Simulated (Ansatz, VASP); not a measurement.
# SiC (Moissanite 3C) in two plane-wave programs

One calculation is typed for both programs; each brings its own data sets and cutoff. How far apart do they land?

Program: Ansatz 0.2.0. Level of theory: plane waves, with VASP 6.6.1 beside it; single point at r2SCAN. Results are calculated unless marked as measured.

## Step 1: Starting point

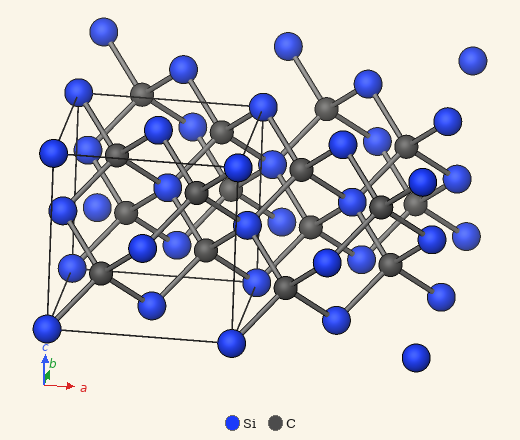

The starting structure, seen slightly off an axis (silicon blue, carbon dark grey). 2×2×1 cells are drawn. This picture shows the conventional cell, with its axes. Bonds to atoms that aren't drawn are left out. Some periodic images of atoms are drawn too.

## Step 2: Ansatz: single point, r2SCAN

Ansatz runs on its default PAW (the set named soft_2) files.

A single point gives forces, pressure and levels at one fixed geometry, so differences don't come from the geometry; what else differs is listed under the comparison.

The input, input.yaml:

```yaml
crystal:
  lattice:
    - [0.0, 2.179, 2.179]
    - [2.179, 0.0, 2.179]
    - [2.179, 2.179, 0.0]
  atoms:
    - { symbol: Si, position: [0.0, 0.0, 0.0] }
    - { symbol: C, position: [0.75, 0.75, 0.75] }
hamiltonian:
  xc: r2scan
  pseudopotentials: { kind: paw }
kpoints:
  mp_grid: { grid: [9, 9, 9] }
scf:
  occupations: { method: gaussian, width: 0.01 }
  n_extra_bands: 4
output:
  forces: true
  stress: true
  eigenvalues: true
```

Launch:

```console
$ ansatz run input.yaml --threads 2 --pin off --max-ram 4608MiB --backend cpu --events-out ev --progress --plain --runs-dir out
```

Numbers of over 12 decimals in the logs are rounded to 6 here.

The log of the run:

```text
scf.n_extra_bands = 4 over 4 filled bands (N_el = 8.0): the run solves 8 bands
Engine: ansatz 0.2.0, x86_64-unknown-linux-gnu
Pseudopotentials: kind: paw
Pseudopotential: Si, paw, valence charge 4, recommended cutoff 500 eV (meta_gga), Si.paw.azcp
Pseudopotential: C, paw, valence charge 4, recommended cutoff 500 eV (meta_gga), C.paw.azcp
Functional definition: r2SCAN
  parameter k0 = 0.174
  parameter k1 = 0.065
  parameter a1 = 4.9479
  exchange = r2scan_x(k0 = k0, k1 = k1, a1 = a1)
  correlation = r2scan_c
Crystal: 2 atoms, lattice volume = 20.692 Å³
Basis set: ecut = 500 eV, 531 PW (Γ), exchange–correlation on 96×96×96 points (64 copies of the dense FFT grid, shifted against one another)
Bands: 8, of which v1, the nominal top of the filled ones, is band 4 counted from 1 (3 counted from 0)
Symmetry: 24 space group operations
Space group: F-43m (ITA 216), of the structure as read, at distance tolerance 2.7e-5 Å
k-points: 35 of 729 (time reversal used)
Non-local potential: Si, projectors of the file, l = 0: 2, l = 1: 2, l = 2: 2
Non-local potential: C, projectors of the file, l = 0: 2, l = 1: 2, l = 2: 1
PAW form: soft (Blöchl's): semilocal exchange-correlation on the pseudo side does not see the compensation charge
PAW frozen core: Si, regenerated for the run's functional (the file was generated under x = pbe(κ = 0.804, μ = 0.219515), c = pbe(β = 0.066725))
PAW frozen core: C, regenerated for the run's functional (the file was generated under x = pbe(κ = 0.804, μ = 0.219515), c = pbe(β = 0.066725))
PAW one-centre angular grid: Si, 302 points (default); XC on 160 Gauss nodes
PAW one-centre angular grid: C, 302 points (default); XC on 239 of its mesh's 2573 points in the sphere
Initial density: superposition of atomic densities (neutral atoms: chi_scale 0, normalization atom), corrected by the library's trained network
Initial wavefunctions: pseudopotential atomic-orbital guess
Functional: x = r2scan, c = r2scan; τ floored in thin density (d = 2e-4 eV/Å³)
SCF iter   1: F=—  HF=-891.289470 eV  |F-HF|=—  |Δ(HF+E_count)|=         —  Δρ=5.86e-3  dr2=4.78e-3  dr2_τ=1.94e-1  ethr=1.77e-3  ⟨swp⟩=6.1  Hψ=2482  notcnv=0
preconditioner: auto → none  [insulator: Δε(μ)=1.814 eV  Ē_g=14.999 eV  σ=0.010 eV  W_gap=1.00  n_scr=0 (ndim 8)  ℏωp=23.1 eV  f_vac=0.000  D(μ)=0.00/eV (n_scr^D=0)  ε∞_Penn≈3.4]
SCF iter   2: F=—  HF=-891.333681 eV  |F-HF|=—  |Δ(HF+E_count)|=   4.42e-2  Δρ=3.99e-3  dr2=1.78e-3  dr2_τ=3.47e-5  ethr=5.98e-5  ⟨swp⟩=2.3  Hψ=854  notcnv=0
SCF iter   3: F=—  HF=-891.333643 eV  |F-HF|=—  |Δ(HF+E_count)|=   3.76e-5  Δρ=1.07e-3  dr2=1.97e-4  dr2_τ=5.28e-6  ethr=2.22e-5  ⟨swp⟩=2.6  Hψ=546  notcnv=0
SCF iter   4: F=—  HF=-891.333670 eV  |F-HF|=—  |Δ(HF+E_count)|=   2.62e-5  Δρ=1.10e-4  dr2=1.99e-6  dr2_τ=4.90e-7  ethr=2.46e-6  ⟨swp⟩=2.3  Hψ=544  notcnv=0
SCF iter   5: F=—  HF=-891.333666 eV  |F-HF|=—  |Δ(HF+E_count)|=   3.64e-6  Δρ=5.56e-5  dr2=5.43e-7  dr2_τ=2.47e-8  ethr=2.49e-8  ⟨swp⟩=2.0  Hψ=410  notcnv=0
SCF iter   6: F=—  HF=-891.333666 eV  |F-HF|=—  |Δ(HF+E_count)|=   5.38e-8  Δρ=2.52e-5  dr2=1.10e-7  dr2_τ=7.83e-10  ethr=6.78e-9  ⟨swp⟩=2.0  Hψ=391  notcnv=0
SCF iter   7: F=-891.333666 eV  HF=-891.333666 eV  |F-HF|=9.71e-10  |Δ(HF+E_count)|=   4.13e-9  Δρ=5.28e-6  dr2=4.91e-9  dr2_τ=3.66e-11  ethr=1.25e-9  ⟨swp⟩=4.0  Hψ=840  notcnv=0
SCF 1 converged in 7 iterations: F = -891.333666 eV  dr2 = 4.91e-9
  greatest PAW one-centre occupation: 0.658 electrons in one spin orbital (limit 2), on the C atom at site 1 (counted from 0), in its partial waves of l = 0
SCF converged after 7 iterations
Free energy (F): -891.333666 eV
Harris-Foulkes:  -891.333666 eV  (|F-HF|=9.71e-10)
Internal energy: -891.333666 eV  (E = F + TS)
E sigma→0 (E₀):  -891.333666 eV
Fermi energy:    10.294686 eV
--- Per-component energies (eV) ---
  E_band       = 25.470118
  E_kinetic    = 135.974649
  E_local      = -103.625272  (includes V_loc(G=0)·N_el)
  E_nonlocal   = 50.355301
  E_hartree    = 32.471156
  E_xc         = -101.336373
  E_vxc        = -118.607513  (∫ρ·V_xc dr)
  E_paw        = -620.288148  (= ΣΔE_a)
  E_vpaw       = -9.137515  (= ΣTr[D̂ρ^β])
  E_aug_tail   = 0.000008  (compensation charges beyond the density's cutoff)
  E_vtau       = 5.567674  (kinetic-family band-sum trace: ∫τ·v_τ [+ j·A + Jᵃ·Aᵃ] dr)
  E_ewald      = -284.783780
  E_core_change = -0.101207  (= ΣΔE_core)
  E_smearing   = -0.000000  (= −TS)
  E_closure    = 0.000000  (closes the sum)
  Σ components = -891.333666   (vs F -891.333666, Δ=0.00e0)
--- Forces (eV/Å), atoms counted from 1 ---
  atom   1  Si    -0.00000000     0.00000000     0.00000000
  atom   2  C      0.00000000    -0.00000000     0.00000000
  max |Σ_I F_I| component: 1.48e-16 eV/Å
--- Stress (GPa, compression-positive) ---
       -0.259159      -0.000000      -0.000000
       -0.000000      -0.259159       0.000000
       -0.000000       0.000000      -0.259159
  P = ⅓ Tr σ = -0.2592 GPa (-2.592 kbar)
--- Band table (eV; the first three rows and the last of 35) ---
  k-point 0: bands = ["-6.8188", "9.3615", "9.3615", "9.3615", "16.1631", "17.2118", "17.2118", "17.2118"]
  k-point 1: bands = ["-6.5692", "8.0988", "9.1920", "9.1920", "16.4212", "17.5199", "17.5199", "17.6646"]
  k-point 2: bands = ["-5.8359", "5.5648", "8.8225", "8.8225", "16.0267", "17.8643", "17.8643", "19.1823"]
  k-point 34: bands = ["-1.7359", "2.1436", "4.0960", "5.1202", "14.9281", "18.8283", "19.0589", "21.3909"]
```

Wall time 1.7 s (2 threads of AMD EPYC 9R14 (Zen 4), shared host); peak memory 0.39 GiB.

The run ends at a pressure of -0.26 GPa.

## Step 3: VASP: single point, r2SCAN

The same cell, functional, mesh and smearing now go to VASP, with its own data sets and cutoff.

Lines of VASP's logs that name or quote its potential files are left out, and so is its time.

The input, INCAR:

```
SYSTEM = SiC
PREC = Accurate
ENCUT = 520
EDIFF = 1E-07
NELM = 100
ISMEAR = 0
SIGMA = 0.01
LREAL = .FALSE.
ALGO = Normal
METAGGA = R2SCAN
LASPH = .TRUE.
NBANDS = 10
LORBIT = 11
LWAVE = .FALSE.
LCHARG = .FALSE.
KPAR = 2
```

The input, POSCAR:

```
SiC
1.0
    0.0000000000      2.1790000000      2.1790000000
    2.1790000000      0.0000000000      2.1790000000
    2.1790000000      2.1790000000      0.0000000000
Si C
1 1
Direct
    0.0000000000      0.0000000000      0.0000000000
    0.7500000000      0.7500000000      0.7500000000
```

The input, KPOINTS:

```
Automatic mesh
0
Gamma
9 9 9
0 0 0
```

PAW data sets: Si and C (PBE family, release 64).

Launch:

```console
$ mpirun -np 2 vasp_std
```

The log of the run:

```text
[banner, memory and clock lines left out]
running    2 mpi-ranks, on    1 nodes
 distrk:  each k-point on    1 cores,    2 groups
 distr:  one band on    1 cores,    1 groups

 POSCAR found type information on POSCAR SiC
 POSCAR found :  2 types and       2 ions
|                                                                             |
|               ----> ADVICE to this user running VASP <----                  |
|                                                                             |
|     You enforced a specific xc type in the INCAR file but a different       |
|     [... a line on the potential file left out ...]
|     I HOPE YOU KNOW WHAT YOU ARE DOING!                                     |
|                                                                             |

 LDA part: xc-table for (None), standard interpolation
 POSCAR, INCAR and KPOINTS ok, starting setup
 FFT: planning ... GRIDC
 FFT: planning ... GRID_SOFT
 FFT: planning ... GRID
 WAVECAR not read
 entering main loop
       N       E                     dE             d eps       ncg     rms          rms(c)
DAV:   1    -0.407191133611E+00   -0.40719E+00   -0.41057E+03   732   0.692E+02
DAV:   2    -0.216737762565E+02   -0.21267E+02   -0.20220E+02   898   0.119E+02
DAV:   3    -0.223221010329E+02   -0.64832E+00   -0.64723E+00   818   0.178E+01
DAV:   4    -0.223247485771E+02   -0.26475E-02   -0.26473E-02   816   0.143E+00
DAV:   5    -0.223247609152E+02   -0.12338E-04   -0.12338E-04   820   0.925E-02    0.919E+00
DAV:   6    -0.192875729913E+02    0.30372E+01   -0.52111E+00   772   0.116E+01    0.508E+00
DAV:   7    -0.193160652325E+02   -0.28492E-01   -0.50585E-01   880   0.444E+00    0.247E+00
DAV:   8    -0.193262835720E+02   -0.10218E-01   -0.20278E-02   712   0.120E+00    0.179E-01
DAV:   9    -0.193266125212E+02   -0.32895E-03   -0.33197E-04   970   0.184E-01    0.134E-01
DAV:  10    -0.193266965018E+02   -0.83981E-04   -0.71816E-05   728   0.851E-02    0.124E-02
DAV:  11    -0.193266956535E+02    0.84838E-06   -0.77204E-07   882   0.697E-03    0.459E-03
DAV:  12    -0.193266958463E+02   -0.19283E-06   -0.13030E-07   734   0.358E-03    0.224E-04
DAV:  13    -0.193266958417E+02    0.45643E-08   -0.16882E-09   362   0.339E-04
   1 F= -.19326696E+02 E0= -.19326696E+02  d E =-.760960E-88
```

OUTCAR, selected parts (step 3):

```text
ion  position               nearest neighbor table
   1  0.000  0.000  0.000-   2 1.89   2 1.89   2 1.89   2 1.89
   2  0.750  0.750  0.750-   1 1.89   1 1.89   1 1.89   1 1.89

  LATTYP: Found a face centered cubic cell.
 ALAT       =     4.3580000000

 Subroutine GETGRP returns: Found 24 space group operations
 (whereof 24 operations were pure point group operations)

The static configuration has the point symmetry T_d .

 Found     35 irreducible k-points:

   k-points           NKPTS =     35   k-points in BZ     NKDIM =     35   number of bands    NBANDS=     10

   dimension x,y,z NGX =    24 NGY =   24 NGZ =   24
   dimension x,y,z NGXF=    48 NGYF=   48 NGZF=   48

   ENCUT  =  520.0 eV  38.22 Ry    6.18 a.u.   5.73  5.73  5.73*2*pi/ulx,y,z

   NELECT =       8.0000    total number of electrons

 k-points in reciprocal lattice and weights: Automatic mesh
   0.00000000  0.00000000  0.00000000       0.001
   0.11111111  0.00000000  0.00000000       0.011
   0.22222222  0.00000000  0.00000000       0.011
   0.33333333  0.00000000  0.00000000       0.011
   0.44444444  0.00000000  0.00000000       0.011
   0.11111111  0.11111111  0.00000000       0.008
   0.22222222  0.11111111  0.00000000       0.033
   0.33333333  0.11111111  0.00000000       0.033
   0.44444444  0.11111111  0.00000000       0.033
[...]
-0.33333333  0.44444444  0.11111111       0.033
  -0.33333333  0.44444444  0.22222222       0.033

 average (electrostatic) potential at core
       1 -83.3283       2 -46.6886

 E-fermi :   8.1212

 k-point     1 :       0.0000    0.0000    0.0000
  band No.  band energies     occupation
      1      -8.1971      2.00000
      2       7.9825      2.00000
      3       7.9825      2.00000
      4       7.9825      2.00000
      5      14.8165      0.00000
      6      15.8311      0.00000
      7      15.8311      0.00000
      8      15.8311      0.00000
      9      23.1908      0.00000
    ...

 k-point     2 :       0.1111    0.0000    0.0000
  band No.  band energies     occupation
      1      -7.9475      2.00000
      2       6.7208      2.00000
      3       7.8126      2.00000
      4       7.8126      2.00000
      5      15.0626      0.00000
      6      16.1406      0.00000
      7      16.1406      0.00000
      8      16.2953      0.00000
      9      22.1264      0.00000
    ...

 k-point     3 :       0.2222    0.0000    0.0000
  band No.  band energies     occupation
      1      -7.2144      2.00000
      2       4.1871      2.00000
      3       7.4425      2.00000
      4       7.4425      2.00000
      5      14.6615      0.00000
      6      16.4892      0.00000
      7      16.4892      0.00000
      8      17.8194      0.00000
      9      21.6494      0.00000
    ...

  Total       -0.0570953     -0.0570953     -0.0570953      0.0000000      0.0000000     -0.0000000
  in kB       -4.4208838     -4.4208838     -4.4208838      0.0000000      0.0000000     -0.0000000
  external PRESSURE =      -4.4208838 kB  Pullay stress =       0.0000000 kB

  energy-cutoff  :      520.00
  volume of cell :       20.69
      direct lattice vectors                 reciprocal lattice vectors
     0.000000000  2.179000000  2.179000000    -0.229463056  0.229463056  0.229463056
     2.179000000  0.000000000  2.179000000     0.229463056 -0.229463056  0.229463056
     2.179000000  2.179000000  0.000000000     0.229463056  0.229463056 -0.229463056

 POSITION                                       TOTAL-FORCE (eV/Angst)
 -----------------------------------------------------------------------------------
      0.00000      0.00000      0.00000        -0.000000     -0.000000     -0.000000
      3.26850      3.26850      3.26850         0.000000      0.000000      0.000000
 -----------------------------------------------------------------------------------
    total drift:                                0.000001      0.000001      0.000001

  FREE ENERGIE OF THE ION-ELECTRON SYSTEM (eV)
  ---------------------------------------------------
  free  energy   TOTEN  =       -19.3266958417 eV

  energy  without entropy=      -19.3266958417  energy(sigma->0) =      -19.32669584

 total charge
# of ion       s       p       d       tot
------------------------------------------
    1        0.702   0.980   0.000   1.682
    2        0.850   1.714   0.000   2.564
--------------------------------------------------
tot          1.552   2.694   0.000   4.246

[... 3 further parts left out ...]
```

The run ends at a pressure of -0.44 GPa.

## Step 4: Side by side

Known differences besides the PAW data sets themselves: VASP keeps PBE cores, Ansatz makes them for the functional; the cutoff is 500 eV in Ansatz and 520 eV in VASP. Total energies have different zeros and are not compared.

Compared:

| quantity | Ansatz | VASP | difference |
| --- | --- | --- | --- |
| pressure (GPa) | -0.26 | -0.44 | +0.18 |
| gap on the k mesh (eV) | 1.866 | 1.877 | -0.011 |

## Step 5: Results

| Item | Value |
| --- | --- |
| difference in gap on the k mesh (single point, r2SCAN) | -0.011 eV |

The difference in gap on the k mesh is -0.011 eV (single point, r2SCAN), within the 0.08 eV picked in this series as the mark of a large difference. How closely two codes agree says nothing of how well the functional describes the real material.

[Lines on the potential files, build, host, timing and source positions are cut from VASP's logs without a mark.]

[Logs are printed without paths, hosts, clocks, repeated set-up lines and the standing remarks that a program may print on its own settings, such as how far it seeks lower states.]

[Hosts, paths, dates, database ids (printed as entryN), source tags and the programs' standing remarks are cut or masked in the printed files.]
